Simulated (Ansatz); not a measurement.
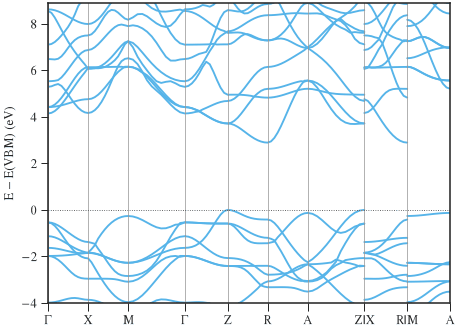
Figure: Band structure from the program Ansatz at the r²SCAN level (PAW)

### Question
Read off the gap and where the band edges lie.

### Answer
About 2.9 eV (2.89 eV by a search for the band edges); maximum at Z, minimum at R.

### Question
Which compound is it?
A) B2CO, P-4m2 (B on 2g, C on 1a, O on 1c)
B) SrScHO2, P4/mmm (Sr on 1d, Sc on 1a, O on 2f, H on 1b)
C) BaTiO3, P4mm (Ba on 1b, Ti on 1a, O on 2c, O on 1a)
D) CaO, P4/nmm (Ca on 2c, O on 2a)

### Answer
B, SrScHO2, P4/mmm (Sr on 1d, Sc on 1a, O on 2f, H on 1b)

The start of the workflow was typed in or built on a structure type; neither database checked (COD, Materials Project) lists it. Its standing as an ambient phase is unchecked. The r²SCAN relaxation kept the symmetry of its start; whether a distortion lowers the energy is not shown. The run is not spin-polarised. Scalar-relativistic: spin–orbit coupling is off unless named, which matters more the heavier the elements.

Potentials: the earlier of the program's two PAW sets.
